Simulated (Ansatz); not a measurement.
# Al₂ClH₅O₃: what the fields show

```
atom    x (Å)    y (Å)    z (Å)
  Al  -0.2658  -0.0444   0.6106
  Cl  -0.0365  -1.9377   1.5227
   O   1.2897   0.8379   0.1957
   H   1.6051   0.9425  -0.7068
   O  -1.3471   0.1251  -0.6914
   H  -1.9881  -0.5349  -0.9561
   O  -0.3421   1.2495   1.9153
  Al   1.2343   2.1856   1.5045
   H   2.2886   1.9833   2.6723
   H   0.9785   3.5826   0.7971
   H  -0.7327   1.1305   2.7856
```

Level of theory: RKS PBE0-D4/def2-SVP (Ansatz 0.2.0).

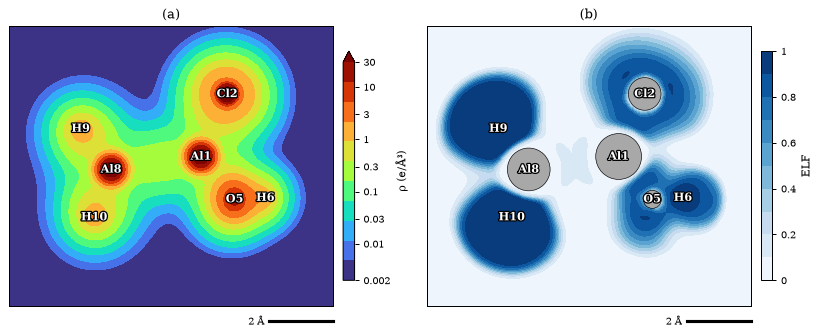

Figure 1. (a) total electron density; (b) electron localisation function on the plane of atoms H9, Al8 and H10. Grey discs cover the atomic cores in the ELF map.

Q: Read the bonding off the picture.

A:
- The section cuts through Al, Cl, O and H sites.
- Al–O (1.70 Å): ρ is about 0.85 e/Å³ halfway; the ELF peaks at about 0.85 in the valence shell of O, 0.6 Å from its nucleus, and is about 0.45 at the midpoint.
- Al–Cl (2.11 Å): ρ is about 0.69 e/Å³ halfway; the ELF peaks at about 0.90 in the valence shell of Cl, 0.9 Å from its nucleus, and is about 0.80 at the midpoint.
- O–H (0.96 Å): the density is about 3.6 e/Å³ at the midpoint; the ELF climbs to about 1 towards the hydrogen, as it does in any bond to H: a covalent bond by its length.
- Al–H (1.59 Å): ρ is about 0.54 e/Å³ halfway; the ELF climbs to about 1 towards the hydrogen.
- The ELF also peaks beside O5 and Cl2, away from the bonds: lone-pair regions.

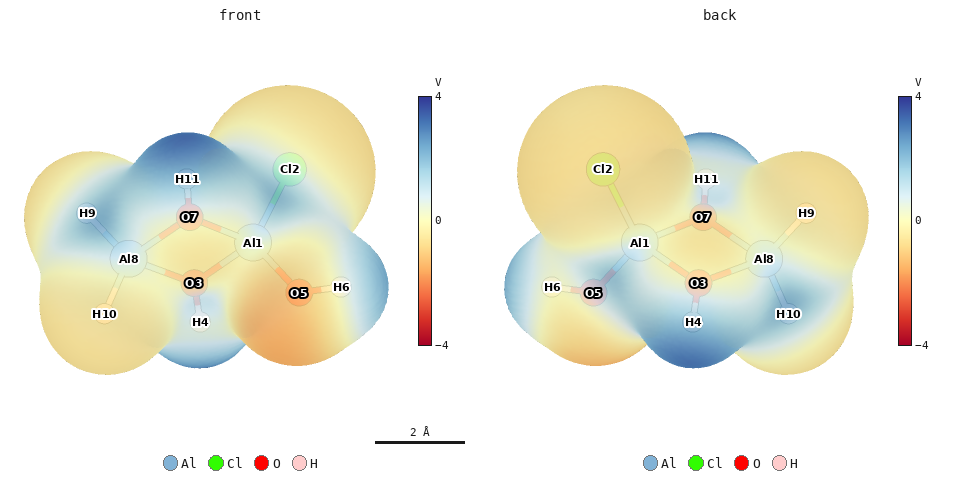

Figure 2. The electrostatic potential painted on the density surface at 0.002 e/bohr³, seen from the front and from behind; red is negative and blue positive.

Q: Describe the electrostatic potential map.

A: The most negative region (about −1.5 V, or −35 kcal/mol for a unit charge) lies over O5, the most positive (about +3.2 V, or +74 kcal/mol for a unit charge) over H4 and H11. O5 is the likeliest acceptor of a hydrogen bond.

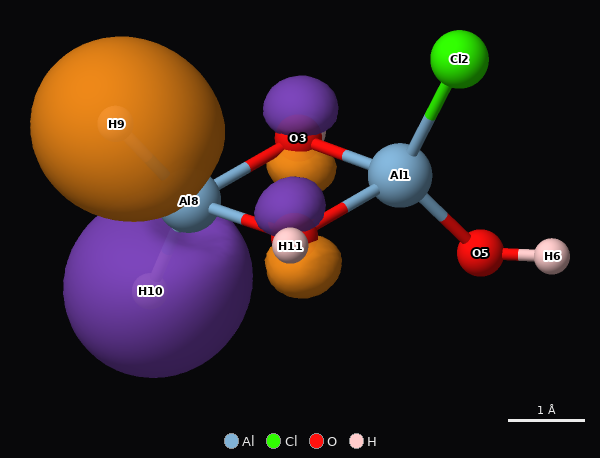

Figure 3. The HOMO at ±0.1 Å⁻³ᐟ² (orange and purple are the two phases), seen from one side.

Q: What is the character of this orbital?

A: Its weight (Hirshfeld) is mainly on Al8 (about 30 %), H10 (about 30 %) and H9 (about 30 %). Its energy is −8.02 eV.
